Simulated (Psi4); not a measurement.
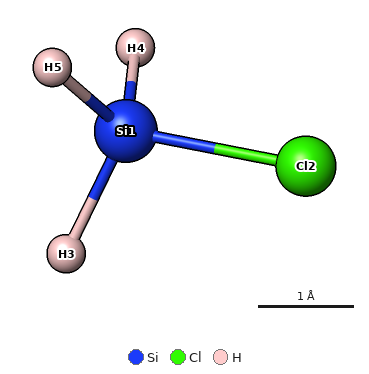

*The input geometry (ball-and-stick view, seen at a tilt; atoms are numbered from 1 in the order of the input).*

Bond lengths as drawn: Cl–Si 2.05 Å and H–Si 1.48 Å.

## Excited-state calculation of SiH$_{3}$Cl

- system: SiH$_{3}$Cl, SMILES [SiH3]Cl
- method: TDDFT (B3LYP)/cc-pVTZ, RKS (Psi4 1.11)

The geometry comes from this level: PBE0-D4/def2-TZVP.

## The input (job.dat)
```python
memory 1.6 GB

molecule geom {
  Si    -0.21164933     0.03514891    -0.05839254
  Cl     3.47388353    -0.97037436     0.62342065
  H     -1.79694057    -0.92275327     2.03920346
  H     -1.01043656    -1.10681259    -2.48480088
  H     -0.36055974     2.82589645    -0.19785433
  units au
  symmetry c1
}

set basis cc-pVTZ
set puream true
set scf_type df
set dft_radial_points 99
set dft_spherical_points 590
set df_basis_scf cc-pvdz-jkfit
set save_jk true

from psi4.driver.procrouting.response.scf_response import tdscf_excitations
E, wfn = energy('b3lyp', return_wfn=True)
states = tdscf_excitations(wfn, states=4, tda=False)
```

Command:
```bash
psi4 -n 1 job.dat job.out
```

## Log
```
Psi4 1.11 release

   => Loading Basis Set <=

    Name: CC-PVTZ
    Role: ORBITAL
    Keyword: BASIS

         ---------------------------------------------------------
                                   SCF
                              RKS Reference
                        1 Threads,   1525 MiB Core
         ---------------------------------------------------------

  ==> Geometry <==

    Molecular point group: c1
    Full point group: C1

    Geometry (in Bohr), charge = 0, multiplicity = 1:

       Center              X                  Y                   Z               Mass
    ------------   -----------------  -----------------  -----------------  -----------------
         SI          -1.914923055464     0.522451032791    -0.354260281564    27.976926534650
         CL           1.770609804536    -0.483072237209     0.327552908436    34.968852682000
         H           -3.500214295464    -0.435451147209     1.743335718436     1.007825032230
         H           -2.713710285464    -0.619510467209    -2.780668621564     1.007825032230
         H           -2.063833465464     3.313198572791    -0.493722071564     1.007825032230

  Running in c1 symmetry.

  Rotational constants: A =      2.82833  B =      0.22178  C =      0.22178 [cm^-1]
  Rotational constants: A =  84791.31667  B =   6648.76103  C =   6648.74168 [MHz]
  Nuclear repulsion =   86.337218276030725

  Charge       = 0
  Multiplicity = 1
  Electrons    = 34
  Nalpha       = 17
  Nbeta        = 17

  ==> Algorithm <==

  SCF Algorithm Type is DF.
  DIIS enabled.
  MOM disabled.
  Fractional occupation disabled.
  Guess Type is SAD.
  Energy threshold   = 1.00e-06
  Density threshold  = 1.00e-06
  Integral threshold = 1.00e-12

  ==> Primary Basis <==

  Basis Set: CC-PVTZ
    Blend: CC-PVTZ
    Number of shells: 42
    Number of basis functions: 110
    Number of Cartesian functions: 123
    Spherical Harmonics?: true
    Max angular momentum: 3

  ==> DFT Potential <==

   => LibXC <=

    Version 7.1.2

   => Composite Functional: B3LYP <=

    B3LYP Hyb-GGA Exchange-Correlation Functional

    Deriv               =              1
    GGA                 =           TRUE
    Meta                =          FALSE

    Exchange Hybrid     =           TRUE
    MP2 Hybrid          =          FALSE

   => Exchange Functionals <=

    0.0800   Slater exchange
    0.7200         Becke 88

   => Exact (HF) Exchange <=

    0.2000               HF

   => Correlation Functionals <=

    0.1900   Vosko, Wilk & Nusair (VWN5_RPA)
    0.8100   Lee, Yang & Parr

   => LibXC Density Thresholds  <==

    XC_HYB_GGA_XC_B3LYP:  1.00E-15

   => Molecular Quadrature <=

    Radial Scheme          =       TREUTLER
    Pruning Scheme         =           NONE
    Nuclear Scheme         =       TREUTLER

    Blocking Scheme        =         OCTREE
    BS radius alpha        =              1
    Pruning alpha          =              1
    Radial Points          =             99
    Spherical Points       =            590
    Total Points           =         277529
    Total Blocks           =           2058
    Max Points             =            256
    Max Functions          =            110
    Weights Tolerance      =       1.00E-15

   => Loading Basis Set <=

    Name: CC-PVDZ-JKFIT
    Role: JKFIT
    Keyword: DF_BASIS_SCF

  ==> Integral Setup <==

  DFHelper Memory: AOs need 0.029 GiB; user supplied 0.327 GiB.
  SCF_SUBTYPE=INCORE selected. In-core MEM_DF algorithm will be used.
  Using in-core AOs.

  ==> MemDFJK: Density-Fitted J/K Matrices <==

    J tasked:                   Yes
    K tasked:                   Yes
    wK tasked:                   No
    Memory [MiB]:               334
    Algorithm:                 Core
    Schwarz Cutoff:           1E-12
    Mask sparsity (%):       0.0000
    Fitting Condition:        1E-10

   => Auxiliary Basis Set <=

  Basis Set: CC-PVDZ-JKFIT
    Blend: CC-PVDZ-JKFIT
    Number of shells: 99
    Number of basis functions: 293
    Number of Cartesian functions: 335
    Spherical Harmonics?: true
    Max angular momentum: 3

  Cached 100.0% of DFT collocation blocks in 0.791 [GiB].

  Minimum eigenvalue in the overlap matrix is 2.4946319720E-03.
  Reciprocal condition number of the overlap matrix is 4.8651896179E-04.
    Using symmetric orthogonalization.

  ==> Pre-Iterations <==

  SCF Guess: Superposition of Atomic Densities via on-the-fly atomic UHF (no occupation information).

   -------------------------
    Irrep   Nso     Nmo
   -------------------------
     A        110     110
   -------------------------
    Total     110     110
   -------------------------

  ==> Iterations <==

                           Total Energy        Delta E     RMS |[F,P]|

   @DF-RKS iter SAD:  -751.33495511200329   -7.51335e+02   0.00000e+00
   @DF-RKS iter   1:  -751.55961676555773   -2.24662e-01   2.96386e-03 DIIS/ADIIS
   @DF-RKS iter   2:  -751.58111342575842   -2.14967e-02   2.11858e-03 DIIS/ADIIS
   @DF-RKS iter   3:  -751.60471211699200   -2.35987e-02   2.72434e-04 DIIS/ADIIS
   @DF-RKS iter   4:  -751.60523006047970   -5.17943e-04   4.69540e-05 DIIS
   @DF-RKS iter   5:  -751.60524291353545   -1.28531e-05   1.73971e-05 DIIS
   @DF-RKS iter   6:  -751.60524505059686   -2.13706e-06   3.21274e-06 DIIS
   @DF-RKS iter   7:  -751.60524510402843   -5.34316e-08   3.31007e-07 DIIS
  Energy and wave function converged.

  ==> Post-Iterations <==

   Electrons on quadrature grid:
      Ntotal   =   33.9999997380 ; deviation = -2.620e-07

    Orbital Energies [Eh]
    ---------------------

    Doubly Occupied:

       1A   -101.554655     2A    -66.176035     3A     -9.461888
       4A     -7.222339     5A     -7.217139     6A     -7.217139
       7A     -5.318617     8A     -3.679160     9A     -3.675825
      10A     -3.675825    11A     -0.832866    12A     -0.554055
      13A     -0.397388    14A     -0.389010    15A     -0.389002
      16A     -0.322256    17A     -0.322251

    Virtual:

      18A     -0.009559    19A      0.038802    20A      0.038813
      21A      0.040999    22A      0.169230    23A      0.169231
      24A      0.178642    25A      0.194088    26A      0.194550
      27A      0.194555    28A      0.279978    29A      0.280381
      30A      0.280388    31A      0.357012    32A      0.382869
      33A      0.382879    34A      0.415349    35A      0.415360
      36A      0.534796    37A      0.556134    38A      0.556138
      39A      0.595317    40A      0.614439    41A      0.614444
      42A      0.636796    43A      0.797941    44A      0.797967
      45A      0.815107    46A      0.917353    47A      0.917356
      48A      0.965645    49A      0.972225    50A      0.972234
      51A      1.086619    52A      1.100353    53A      1.100381
      54A      1.192231    55A      1.312947    56A      1.312949
      57A      1.331972    58A      1.331993    59A      1.350314
      60A      1.354720    61A      1.409212    62A      1.527671
      63A      1.527718    64A      1.921388    65A      1.921388
      66A      1.992057    67A      1.992060    68A      2.030790
      69A      2.085167    70A      2.090202    71A      2.157572
      72A      2.157582    73A      2.175201    74A      2.242419
      75A      2.242423    76A      2.289595    77A      2.289606
      78A      2.435503    79A      2.435512    80A      2.451183
      81A      2.495748    82A      2.821546    83A      2.821578
      84A      3.114372    85A      3.126293    86A      3.208800
      87A      3.208804    88A      3.354727    89A      3.356125
      90A      3.356142    91A      3.518736    92A      3.518762
      93A      3.546950    94A      3.639147    95A      3.639213
      96A      3.640220    97A      3.739778    98A      3.856935
      99A      3.856954   100A      3.933820   101A      3.955419
     102A      4.047104   103A      4.047117   104A      4.156785
     105A      4.156809   106A      4.165405   107A      4.618794
     108A      4.618870   109A      4.939305   110A      5.367752

    Final Occupation by Irrep:
              A
    DOCC [    17 ]
    NA   [    17 ]
    NB   [    17 ]

  @DF-RKS Final Energy:  -751.60524510402843

   => Energetics <=

    Nuclear Repulsion Energy =             86.3372182760307254
    One-Electron Energy =               -1210.2344342858157233
    Two-Electron Energy =                 412.8243618909622228
    DFT Exchange-Correlation Energy =     -40.5323909852055877
    Empirical Dispersion Energy =           0.0000000000000000
    VV10 Nonlocal Energy =                  0.0000000000000000
    Total Energy =                       -751.6052451040284268

Computation Completed

Properties will be evaluated at   0.000000,   0.000000,   0.000000 [a0]

Properties computed using the SCF density matrix

 Multipole Moments:

 ------------------------------------------------------------------------------------
     Multipole            Electronic (a.u.)      Nuclear  (a.u.)        Total (a.u.)
 ------------------------------------------------------------------------------------

 L = 1.  Multiply by 2.5417464519 to convert [e a0] to [Debye]
 Dipole X            :          4.5033371           -4.9863141           -0.4829770
 Dipole Y            :         -1.2285121            1.3603234            0.1318113
 Dipole Z            :          0.8328771           -0.9222995           -0.0894224
 Magnitude           :                                                    0.5085640

 ------------------------------------------------------------------------------------

	total time  =          6 seconds =       0.10 minutes

******************************************************************************************
**********                               WARNING                                **********
**********       The names of excited state variables changed between 1.5       **********
**********     and 1.6. For a quick solution, remove the symmetry specifier     **********
**********   from the variable name. For full details, see 'Notes on Psivars'   **********
**********                        in the documentation.                         **********
******************************************************************************************

         ---------------------------------------------------------
                         TDSCF excitation energies
         ---------------------------------------------------------

  ==> Options <==

     Residual threshold  : 1.0000e-04
     Initial guess       : denominators
     Reference           : RHF
     Solver type         : RPA (Hamiltonian)

  ==> Requested Excitations <==

      4 singlet states with A symmetry

  ==> Seeking the lowest 4 singlet states with A symmetry

                        Generalized Hamiltonian Solver

  ==> Options <==

    Max number of iterations        = 60
    Eigenvector tolerance           = 1.0000e-04
    Max number of expansion vectors = 800

  => Iterations <=
                              Max[D[value]]     Max[|R|]   # vectors
  HamiltonianSolver iter   1:   3.22398e-01  1.02046e-01     16
  HamiltonianSolver iter   2:   2.15603e-03  3.43291e-02     24
  HamiltonianSolver iter   3:   1.69704e-04  1.00377e-02     32
  HamiltonianSolver iter   4:   9.68434e-06  3.78184e-03     40
  HamiltonianSolver iter   5:   1.15436e-06  1.22642e-03     48
  HamiltonianSolver iter   6:   1.10933e-07  4.71756e-04     56
  HamiltonianSolver iter   7:   9.41001e-08  8.88000e-04     62
  HamiltonianSolver iter   8:   3.16377e-07  1.98006e-03     64
  HamiltonianSolver iter   9:   1.98201e-06  3.21149e-03     66
  HamiltonianSolver iter  10:   8.23947e-07  1.21255e-03     68
  HamiltonianSolver iter  11:   8.78695e-08  4.38788e-04     70
  HamiltonianSolver iter  12:   1.18923e-08  1.70168e-04     72
  HamiltonianSolver iter  13:   1.32806e-09  8.15539e-05     74      Converged

******************************************************************************************
**********                               WARNING                                **********
**********  Length-gauge rotatory strengths are **NOT** gauge-origin invariant  **********
******************************************************************************************

                                    Excitation Energy         Total Energy        Oscillator Strength             Rotatory Strength
     #   Sym: GS->ES (Trans)        au              eV              au          au (length)    au (velocity)    au (length)    au (velocity)
    ---- -------------------- --------------- --------------- --------------- --------------- --------------- --------------- ---------------
     1        A->A (1 A)       0.26778         7.28660        -751.33747       0.0086          0.0095         -0.0000         -0.0000
     2        A->A (1 A)       0.26778         7.28675        -751.33746       0.0086          0.0096          0.0000          0.0000
     3        A->A (1 A)       0.31519         8.57680        -751.29005       0.0000          0.0000         -0.0000         -0.0000
     4        A->A (1 A)       0.32095         8.73338        -751.28430       0.0004          0.0011         -0.0000         -0.0000

Contributing excitations and de-excitations
Only contributions with abs(coeff) > 1.00e-01 will be printed:

Excited State    1 (1 A):   0.26778 au   170.15 nm f = 0.0086
  Sums of squares: Xssq =  1.000495e+00; Yssq =  4.948785e-04; Xssq - Yssq =  1.000000e+00
     17a  ->  18a    -0.997282 (99.457%)

Excited State    2 (1 A):   0.26778 au   170.15 nm f = 0.0086
  Sums of squares: Xssq =  1.000495e+00; Yssq =  4.949325e-04; Xssq - Yssq =  1.000000e+00
     16a  ->  18a    -0.997281 (99.457%)

Excited State    3 (1 A):   0.31519 au   144.56 nm f = 0.0000
  Sums of squares: Xssq =  1.000063e+00; Yssq =  6.326167e-05; Xssq - Yssq =  1.000000e+00
     16a  ->  19a     0.703644 (49.512%)
     17a  ->  20a    -0.702930 (49.411%)

Excited State    4 (1 A):   0.32095 au   141.97 nm f = 0.0004
  Sums of squares: Xssq =  1.000328e+00; Yssq =  3.277624e-04; Xssq - Yssq =  1.000000e+00
     14a  ->  18a     0.135817 ( 1.845%)
     16a  ->  19a    -0.542617 (29.443%)
     16a  ->  20a    -0.247297 ( 6.116%)
     16a  ->  21a    -0.451970 (20.428%)
     17a  ->  19a     0.246401 ( 6.071%)
     17a  ->  20a    -0.542890 (29.473%)
     17a  ->  21a    -0.228252 ( 5.210%)

******************************************************************************************
**********                               WARNING                                **********
**********       The names of excited state variables changed between 1.5       **********
**********     and 1.6. For a quick solution, remove the symmetry specifier     **********
**********   from the variable name. For full details, see 'Notes on Psivars'   **********
**********                        in the documentation.                         **********
******************************************************************************************

    Psi4 run time: 0:00:52.76
```

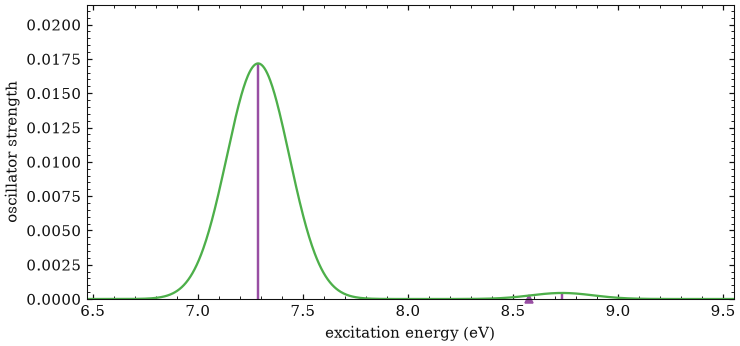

*Computed excitations as sticks (degenerate states added up, dark ones marked on the axis), with a Gaussian envelope of 0.35 eV full width at half maximum, scaled to the tallest.*

Of the 4 states the lowest lies at 7.29 eV (f = 0.009); the strongest line is at 7.29 eV, or 170 nm (f = 0.017, summed over 2 states that lie within 0.004 eV).

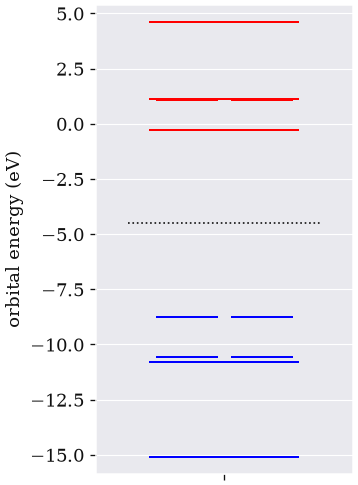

*Orbital energies near the frontier; the dotted line parts filled from empty levels, and levels within 0.02 eV of each other stand side by side.*

Highest filled −8.77 eV, lowest empty −0.26 eV, 8.51 eV apart.

## Key numbers

- outcome: converged
- total energy: −751.605245 hartree
- basis functions: 110
- HOMO: −8.77 eV
- LUMO: −0.26 eV
- dipole moment: 1.29 D
- lowest excitation: 7.29 eV
- hardware: 1 thread of AMD EPYC (Zen 5), 16 GiB of memory available, shared host
- wall time: 54 s
- peak memory: 1.1 GiB
